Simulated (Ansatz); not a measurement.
## CH6OZn: saddle-point search (part 2 of 2)

Continued. System: CH6OZn. Method: RKS PBE0-D4/def2-SVP (Ansatz 0.2.0). The run did not end well. The settings of this run were made unusual or wrong on purpose.

Geometry of the input (Å):
```
Zn -0.1621  0.3430  -1.0250
H  -0.0651  -0.1343  -2.5059
C  -0.3237  1.3200  0.6635
H  0.6844  -2.3862  -0.7488
O  0.2435  -1.7955  -0.1325
H  -1.0923  0.8685  1.2984
H  -0.5915  2.3687  0.5145
H  0.6179  1.2998  1.2219
H  0.6892  -1.8841  0.7140
```

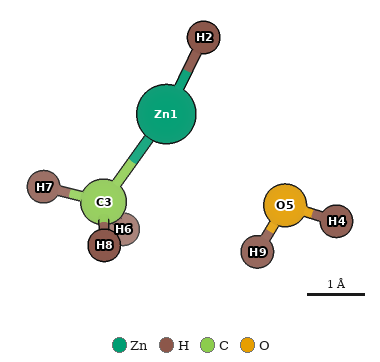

*The geometry at step 15 of the log (ball-and-stick view, seen at a tilt; atoms are numbered from 1 in the order of the input).*

### Trajectory as extended XYZ (Å, eV, eV/Å), 23 of the 30 frames kept, from step=1 to step=30
```
9
Properties=species:S:1:pos:R:3:forces:R:3 step=1 energy=-51581.67375
Zn   -0.1621    0.3430   -1.0250    0.0224  -0.2238   0.1300
H    -0.0651   -0.1343   -2.5059    0.0099  -0.0033  -0.0949
C    -0.3237    1.3200    0.6635    0.0428  -0.1794  -0.3257
H     0.6844   -2.3862   -0.7488    0.1154  -0.1029  -0.0275
O     0.2435   -1.7955   -0.1325   -0.2671   0.3640  -0.1273
H    -1.0923    0.8685    1.2984   -0.2068  -0.1087   0.1982
H    -0.5915    2.3687    0.5145   -0.0763   0.3063  -0.0175
H     0.6179    1.2998    1.2219    0.2465   0.0089   0.1815
H     0.6892   -1.8841    0.7140    0.1133  -0.0611   0.0832
9
Properties=species:S:1:pos:R:3:forces:R:3 step=2 energy=-51581.68253
Zn   -0.1630    0.3366   -1.0271    0.0285  -0.1949   0.0984
H    -0.0647   -0.1342   -2.5126    0.0050   0.0029  -0.0673
C    -0.3227    1.3164    0.6599    0.0098  -0.0109  -0.0344
H     0.6889   -2.3870   -0.7368   -0.0552   0.0332  -0.0644
O     0.2344   -1.7847   -0.1360    0.0677   0.0631  -0.0480
H    -1.0959    0.8650    1.3037   -0.0186   0.0024   0.0295
H    -0.5921    2.3742    0.5147   -0.0070   0.0249   0.0108
H     0.6232    1.2986    1.2276    0.0166   0.0080   0.0261
H     0.6920   -1.8849    0.7066   -0.0469   0.0713   0.0493
9
Properties=species:S:1:pos:R:3:forces:R:3 step=4 energy=-51581.67185
Zn   -0.1689    0.3629   -1.0481    0.0569  -0.2600   0.1062
H    -0.0733   -0.1029   -2.5322   -0.0058   0.0249  -0.0883
C    -0.3202    1.3127    0.6570   -0.0096   0.0157   0.0327
H     0.7023   -2.4573   -0.6885   -0.0655   0.0789  -0.0949
O     0.2463   -1.7931   -0.1579    0.0977   0.0883   0.0643
H    -1.0850    0.8509    1.3050   -0.0112  -0.0058  -0.0010
H    -0.5988    2.3720    0.5340   -0.0011  -0.0025  -0.0119
H     0.6276    1.2979    1.2229    0.0215  -0.0054  -0.0031
H     0.6702   -1.8431    0.7078   -0.0828   0.0660  -0.0039
9
Properties=species:S:1:pos:R:3:forces:R:3 step=5 energy=-51581.66405
Zn   -0.1714    0.3783   -1.0621    0.0627  -0.2825   0.1107
H    -0.0811   -0.0765   -2.5490   -0.0075   0.0272  -0.0851
C    -0.3182    1.3083    0.6551   -0.0011   0.0126   0.0380
H     0.7084   -2.4944   -0.6580   -0.0657   0.1307  -0.0190
O     0.2570   -1.7986   -0.1633    0.0035   0.1284  -0.1001
H    -1.0779    0.8368    1.3023   -0.0054  -0.0080  -0.0020
H    -0.6029    2.3678    0.5459    0.0013  -0.0104  -0.0194
H     0.6332    1.2932    1.2155    0.0087  -0.0084  -0.0081
H     0.6531   -1.8148    0.7138    0.0034   0.0103   0.0851
9
Properties=species:S:1:pos:R:3:forces:R:3 step=6 energy=-51581.65506
Zn   -0.1740    0.3940   -1.0776    0.0659  -0.2899   0.1143
H    -0.0899   -0.0469   -2.5686   -0.0084   0.0278  -0.0762
C    -0.3160    1.3027    0.6524   -0.0014   0.0066   0.0332
H     0.7148   -2.5262   -0.6188   -0.0687   0.1275  -0.0698
O     0.2636   -1.8006   -0.1695    0.0610   0.1301   0.0357
H    -1.0697    0.8203    1.2987   -0.0043  -0.0065  -0.0057
H    -0.6065    2.3623    0.5570    0.0029  -0.0194  -0.0214
H     0.6387    1.2862    1.2074    0.0095  -0.0080  -0.0094
H     0.6391   -1.7918    0.7190   -0.0566   0.0319  -0.0008
9
Properties=species:S:1:pos:R:3:forces:R:3 step=8 energy=-51581.63552
Zn   -0.1783    0.4243   -1.1099    0.0669  -0.2916   0.1249
H    -0.1088    0.0158   -2.6100   -0.0076   0.0228  -0.0557
C    -0.3101    1.2880    0.6461    0.0025  -0.0065   0.0190
H     0.7247   -2.5840   -0.5374   -0.0789   0.1716  -0.0602
O     0.2822   -1.8047   -0.1767    0.0415   0.1339  -0.0067
H    -1.0511    0.7819    1.2892   -0.0009  -0.0067  -0.0075
H    -0.6139    2.3465    0.5807    0.0057  -0.0305  -0.0283
H     0.6517    1.2697    1.1886    0.0064  -0.0088  -0.0093
H     0.6038   -1.7376    0.7294   -0.0357   0.0158   0.0238
9
Properties=species:S:1:pos:R:3:forces:R:3 step=9 energy=-51581.62458
Zn   -0.1804    0.4398   -1.1265    0.0662  -0.2893   0.1303
H    -0.1185    0.0479   -2.6309   -0.0066   0.0195  -0.0463
C    -0.3067    1.2794    0.6426    0.0040  -0.0120   0.0107
H     0.7284   -2.6103   -0.4950   -0.0776   0.1961  -0.0353
O     0.2931   -1.8072   -0.1794    0.0264   0.1501  -0.0131
H    -1.0410    0.7607    1.2836    0.0011  -0.0072  -0.0074
H    -0.6176    2.3369    0.5930    0.0071  -0.0348  -0.0317
H     0.6589    1.2606    1.1783    0.0047  -0.0094  -0.0083
H     0.5840   -1.7078    0.7343   -0.0253  -0.0131   0.0012
9
Properties=species:S:1:pos:R:3:forces:R:3 step=10 energy=-51581.61289
Zn   -0.1827    0.4558   -1.1433    0.0649  -0.2825   0.1351
H    -0.1285    0.0808   -2.6519   -0.0054   0.0160  -0.0368
C    -0.3032    1.2704    0.6387    0.0057  -0.0175   0.0032
H     0.7320   -2.6333   -0.4475   -0.0825   0.1983  -0.0663
O     0.3032   -1.8088   -0.1824    0.0301   0.1341  -0.0161
H    -1.0302    0.7388    1.2774    0.0015  -0.0066  -0.0086
H    -0.6213    2.3265    0.6051    0.0078  -0.0380  -0.0335
H     0.6661    1.2511    1.1677    0.0042  -0.0094  -0.0088
H     0.5648   -1.6813    0.7362   -0.0263   0.0055   0.0318
9
Properties=species:S:1:pos:R:3:forces:R:3 step=12 energy=-51581.58706
Zn   -0.1874    0.4893   -1.1769    0.0611  -0.2675   0.1424
H    -0.1484    0.1470   -2.6930   -0.0025   0.0094  -0.0195
C    -0.2956    1.2512    0.6304    0.0080  -0.0256  -0.0119
H     0.7365   -2.6751   -0.3507   -0.0802   0.2086  -0.0812
O     0.3272   -1.8150   -0.1862    0.0191   0.1369  -0.0069
H    -1.0074    0.6926    1.2633    0.0030  -0.0061  -0.0094
H    -0.6288    2.3034    0.6303    0.0096  -0.0431  -0.0375
H     0.6815    1.2315    1.1450    0.0024  -0.0098  -0.0080
H     0.5228   -1.6248    0.7379   -0.0204  -0.0028   0.0321
9
Properties=species:S:1:pos:R:3:forces:R:3 step=13 energy=-51581.57284
Zn   -0.1900    0.5069   -1.1936    0.0588  -0.2595   0.1446
H    -0.1584    0.1803   -2.7129   -0.0010   0.0065  -0.0116
C    -0.2916    1.2412    0.6260    0.0090  -0.0290  -0.0193
H     0.7375   -2.6939   -0.3014   -0.0726   0.2093  -0.0718
O     0.3410   -1.8199   -0.1868    0.0052   0.1649   0.0165
H    -0.9955    0.6687    1.2555    0.0034  -0.0055  -0.0094
H    -0.6327    2.2908    0.6431    0.0106  -0.0452  -0.0393
H     0.6893    1.2215    1.1330    0.0014  -0.0098  -0.0073
H     0.5006   -1.5957    0.7372   -0.0148  -0.0319  -0.0024
9
Properties=species:S:1:pos:R:3:forces:R:3 step=14 energy=-51581.55793
Zn   -0.1928    0.5253   -1.2102    0.0561  -0.2488   0.1463
H    -0.1685    0.2142   -2.7326    0.0007   0.0036  -0.0038
C    -0.2877    1.2313    0.6212    0.0096  -0.0312  -0.0259
H     0.7381   -2.7100   -0.2485   -0.0756   0.2097  -0.0987
O     0.3546   -1.8249   -0.1872    0.0075   0.1365   0.0057
H    -0.9833    0.6447    1.2470    0.0036  -0.0051  -0.0099
H    -0.6365    2.2779    0.6560    0.0111  -0.0458  -0.0407
H     0.6972    1.2117    1.1206    0.0006  -0.0101  -0.0070
H     0.4792   -1.5703    0.7336   -0.0136  -0.0089   0.0340
9
Properties=species:S:1:pos:R:3:forces:R:3 step=15 energy=-51581.54208
Zn   -0.1958    0.5444   -1.2265    0.0532  -0.2390   0.1468
H    -0.1785    0.2479   -2.7517    0.0023   0.0014   0.0033
C    -0.2837    1.2213    0.6164    0.0106  -0.0339  -0.0326
H     0.7379   -2.7257   -0.1968   -0.0679   0.2054  -0.0903
O     0.3699   -1.8322   -0.1859   -0.0072   0.1644   0.0268
H    -0.9709    0.6205    1.2381    0.0034  -0.0040  -0.0100
H    -0.6405    2.2646    0.6691    0.0119  -0.0470  -0.0420
H     0.7051    1.2020    1.1079   -0.0003  -0.0100  -0.0062
H     0.4567   -1.5429    0.7296   -0.0058  -0.0374   0.0042
9
Properties=species:S:1:pos:R:3:forces:R:3 step=17 energy=-51581.50846
Zn   -0.2028    0.5850   -1.2586    0.0466  -0.2161   0.1462
H    -0.1986    0.3166   -2.7886    0.0052  -0.0019   0.0160
C    -0.2758    1.2019    0.6061    0.0115  -0.0369  -0.0447
H     0.7357   -2.7519   -0.0890   -0.0612   0.1950  -0.1053
O     0.4017   -1.8499   -0.1807   -0.0202   0.1600   0.0350
H    -0.9458    0.5727    1.2185    0.0026  -0.0021  -0.0105
H    -0.6482    2.2373    0.6952    0.0130  -0.0469  -0.0440
H     0.7207    1.1832    1.0815   -0.0020  -0.0103  -0.0049
H     0.4134   -1.4949    0.7156    0.0044  -0.0407   0.0123
9
Properties=species:S:1:pos:R:3:forces:R:3 step=18 energy=-51581.49092
Zn   -0.2069    0.6067   -1.2743    0.0430  -0.2037   0.1453
H    -0.2087    0.3516   -2.8063    0.0065  -0.0027   0.0214
C    -0.2720    1.1926    0.6006    0.0112  -0.0369  -0.0501
H     0.7337   -2.7627   -0.0334   -0.0601   0.1908  -0.1267
O     0.4184   -1.8606   -0.1765   -0.0174   0.1253   0.0280
H    -0.9334    0.5493    1.2079    0.0025  -0.0015  -0.0112
H    -0.6519    2.2235    0.7082    0.0136  -0.0456  -0.0448
H     0.7282    1.1742    1.0680   -0.0030  -0.0109  -0.0043
H     0.3928   -1.4746    0.7060    0.0038  -0.0147   0.0424
9
Properties=species:S:1:pos:R:3:forces:R:3 step=19 energy=-51581.47285
Zn   -0.2113    0.6291   -1.2897    0.0394  -0.1917   0.1431
H    -0.2188    0.3867   -2.8234    0.0074  -0.0026   0.0262
C    -0.2684    1.1837    0.5949    0.0117  -0.0378  -0.0556
H     0.7314   -2.7736    0.0208   -0.0528   0.1788  -0.1145
O     0.4361   -1.8738   -0.1700   -0.0326   0.1516   0.0394
H    -0.9211    0.5263    1.1967    0.0014   0.0001  -0.0116
H    -0.6555    2.2098    0.7211    0.0140  -0.0451  -0.0450
H     0.7355    1.1655    1.0543   -0.0038  -0.0108  -0.0036
H     0.3722   -1.4536    0.6953    0.0152  -0.0424   0.0216
9
Properties=species:S:1:pos:R:3:forces:R:3 step=21 energy=-51581.43659
Zn   -0.2213    0.6769   -1.3194    0.0318  -0.1666   0.1383
H    -0.2393    0.4583   -2.8561    0.0086  -0.0007   0.0341
C    -0.2617    1.1674    0.5830    0.0115  -0.0377  -0.0656
H     0.7257   -2.7919    0.1314   -0.0432   0.1585  -0.1164
O     0.4724   -1.9046   -0.1535   -0.0429   0.1392   0.0395
H    -0.8975    0.4829    1.1726   -0.0004   0.0029  -0.0131
H    -0.6621    2.1830    0.7463    0.0146  -0.0417  -0.0451
H     0.7491    1.1490    1.0265   -0.0057  -0.0114  -0.0023
H     0.3349   -1.4209    0.6692    0.0256  -0.0424   0.0306
9
Properties=species:S:1:pos:R:3:forces:R:3 step=22 energy=-51581.41881
Zn   -0.2270    0.7021   -1.3337    0.0281  -0.1542   0.1357
H    -0.2496    0.4948   -2.8717    0.0088   0.0012   0.0371
C    -0.2586    1.1601    0.5767    0.0105  -0.0367  -0.0701
H     0.7223   -2.7995    0.1874   -0.0387   0.1513  -0.1297
O     0.4910   -1.9222   -0.1435   -0.0383   0.1010   0.0362
H    -0.8865    0.4626    1.1597   -0.0010   0.0038  -0.0141
H    -0.6651    2.1702    0.7585    0.0152  -0.0389  -0.0449
H     0.7554    1.1413    1.0126   -0.0068  -0.0120  -0.0017
H     0.3185   -1.4094    0.6540    0.0223  -0.0155   0.0516
9
Properties=species:S:1:pos:R:3:forces:R:3 step=23 energy=-51581.40136
Zn   -0.2332    0.7281   -1.3475    0.0247  -0.1426   0.1322
H    -0.2601    0.5316   -2.8866    0.0086   0.0041   0.0398
C    -0.2559    1.1536    0.5703    0.0107  -0.0368  -0.0746
H     0.7190   -2.8079    0.2420   -0.0336   0.1369  -0.1105
O     0.5101   -1.9424   -0.1310   -0.0498   0.1229   0.0355
H    -0.8760    0.4434    1.1464   -0.0029   0.0058  -0.0149
H    -0.6677    2.1579    0.7704    0.0152  -0.0370  -0.0442
H     0.7612    1.1338    0.9986   -0.0075  -0.0121  -0.0013
H     0.3029   -1.3982    0.6376    0.0346  -0.0412   0.0379
9
Properties=species:S:1:pos:R:3:forces:R:3 step=25 energy=-51581.37499
Zn   -0.2434    0.7685   -1.3692    0.0105  -0.0786   0.0914
H    -0.2813    0.6129   -2.9126    0.0127  -0.0170   0.0430
C    -0.2525    1.1478    0.5554    0.0158  -0.0613  -0.0675
H     0.7176   -2.8265    0.3320   -0.0231   0.1281  -0.1513
O     0.5371   -1.9832   -0.1027   -0.0149  -0.0134   0.0019
H    -0.8606    0.4166    1.1171   -0.0036   0.0010   0.0053
H    -0.6730    2.1414    0.7855    0.0100  -0.0184  -0.0517
H     0.7695    1.1269    0.9709   -0.0059  -0.0174   0.0123
H     0.2868   -1.4044    0.6236   -0.0016   0.0770   0.1166
9
Properties=species:S:1:pos:R:3:forces:R:3 step=26 energy=-51581.36705
Zn   -0.2473    0.7833   -1.3775    0.0064  -0.0551   0.0673
H    -0.2903    0.6497   -2.9227    0.0148  -0.0296   0.0413
C    -0.2513    1.1458    0.5481    0.0201  -0.0738  -0.0521
H     0.7201   -2.8373    0.3591   -0.0236   0.1196  -0.1204
O     0.5436   -1.9996   -0.0868   -0.0280   0.0320  -0.0021
H    -0.8544    0.4074    1.1054   -0.0136   0.0028   0.0103
H    -0.6753    2.1360    0.7861    0.0103  -0.0172  -0.0459
H     0.7717    1.1243    0.9603   -0.0015  -0.0107   0.0131
H     0.2833   -1.4095    0.6280    0.0150   0.0320   0.0885
9
Properties=species:S:1:pos:R:3:forces:R:3 step=27 energy=-51581.32157
Zn   -0.2703    0.8717   -1.4251   -0.0097   0.0077  -0.0228
H    -0.3362    0.8365   -2.9778    0.0208  -0.0597   0.0753
C    -0.2434    1.1273    0.5115   -0.0394  -0.0026   0.0042
H     0.7253   -2.8727    0.5202    0.0102   0.1989  -0.4271
O     0.5783   -2.0792   -0.0207    0.0146  -0.3477   0.3950
H    -0.8341    0.3611    1.0453    0.0505   0.0008  -0.0018
H    -0.6820    2.1002    0.7948    0.0237  -0.0215  -0.0485
H     0.7878    1.1141    0.9032   -0.0273  -0.0605   0.0296
H     0.2746   -1.4589    0.6487   -0.0436   0.2845  -0.0039
9
Properties=species:S:1:pos:R:3:forces:R:3 step=29 energy=-51581.30788
Zn   -0.2880    0.9389   -1.4468   -0.0002  -0.0510   0.0476
H    -0.3525    0.8859   -2.9980    0.0117  -0.0123   0.0733
C    -0.2440    1.1281    0.5016   -0.0034  -0.0165  -0.0368
H     0.7209   -2.8939    0.6161   -0.0178   0.1526  -0.1385
O     0.6191   -2.1425    0.0173   -0.0435  -0.0184   0.1074
H    -0.8173    0.3413    1.0244   -0.0074   0.0139  -0.0332
H    -0.6839    2.0902    0.8177    0.0242  -0.0327  -0.0260
H     0.7901    1.1026    0.8852   -0.0128  -0.0184  -0.0027
H     0.2558   -1.4507    0.5826    0.0491  -0.0173   0.0090
9
Properties=species:S:1:pos:R:3:forces:R:3 step=30 energy=-51581.29867
Zn   -0.2972    0.9708   -1.4567    0.0047  -0.0660   0.0677
H    -0.3622    0.9171   -3.0071    0.0075   0.0028   0.0674
C    -0.2436    1.1266    0.4956    0.0030  -0.0121  -0.0622
H     0.7160   -2.8961    0.6694   -0.0169   0.0775  -0.0345
O     0.6393   -2.1729    0.0372   -0.0616   0.1053   0.0034
H    -0.8129    0.3302    1.0077   -0.0102   0.0120  -0.0303
H    -0.6828    2.0823    0.8306    0.0177  -0.0244  -0.0226
H     0.7928    1.0961    0.8725   -0.0134  -0.0217  -0.0027
H     0.2507   -1.4542    0.5509    0.0692  -0.0736   0.0137
```
